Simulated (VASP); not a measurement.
Band structure of CdSe (zinc blende). All values below come from modified Becke-Johnson potential (mBJ), VASP's PBE PAW potentials (set 64) (plane waves; VASP).

mBJ is a potential without an energy functional, so only the levels count.

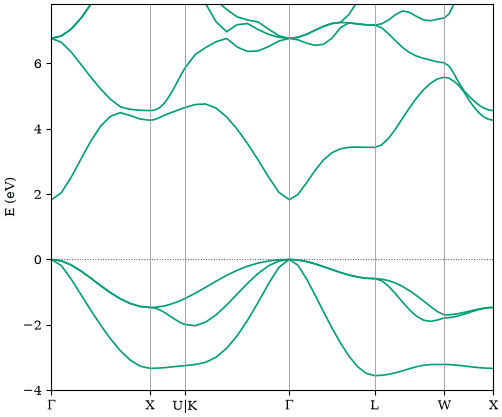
Figure. Bands along high-symmetry lines, zero at the valence-band maximum or, without a gap, the Fermi level

Question: Read the plot: is there a gap, and where are the band edges?

Answer: The gap is direct, 1.83 eV, from the valence maximum at Γ to the conduction minimum at Γ.

The compound is CdSe in the zinc blende structure, whereas wurtzite is the usual form. It was relaxed first, which changed the volume by +8 %. The cell's shape comes from a PBE relaxation.
